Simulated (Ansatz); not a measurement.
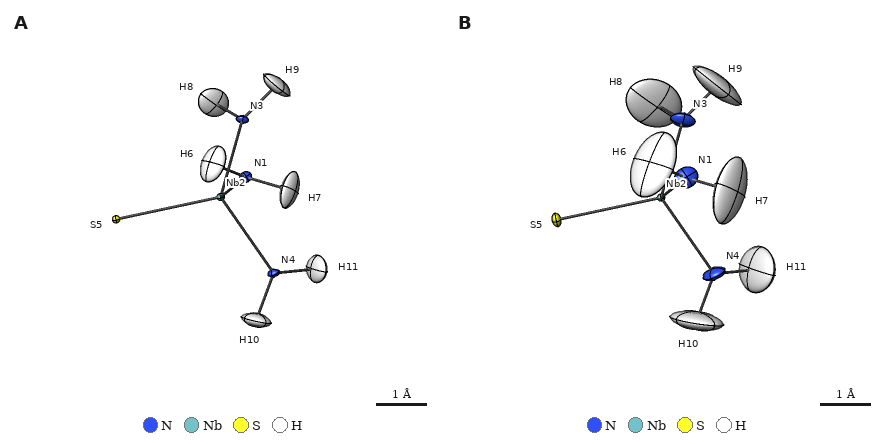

Displacement ellipsoids at the 50 % level, from the internal vibrations of the free molecule (harmonic, no overall translation or rotation; no half-axis is drawn under 0.075 Å). The species is neutral and a spin singlet. Vibrations computed with RKS PBE0-D4/def2-TZVP, core potentials on Nb (Ansatz 0.2.0). One panel is for 200 K, the other for 900 K.

**Which panel is for 900 K?**

B.

**How much does the mean-square displacement of N4 grow, and why?**

U_eq goes from 0.0044 to 0.0163 Å², a factor of 3.7. Modes below kT (626 cm⁻¹ at 900 K) grow about in proportion to T, and the lowest lies at 156 cm⁻¹; the mean-square amplitude of a mode is its zero-point value times coth(ħω/2kT), which comes close to 1 only above about 3kT.
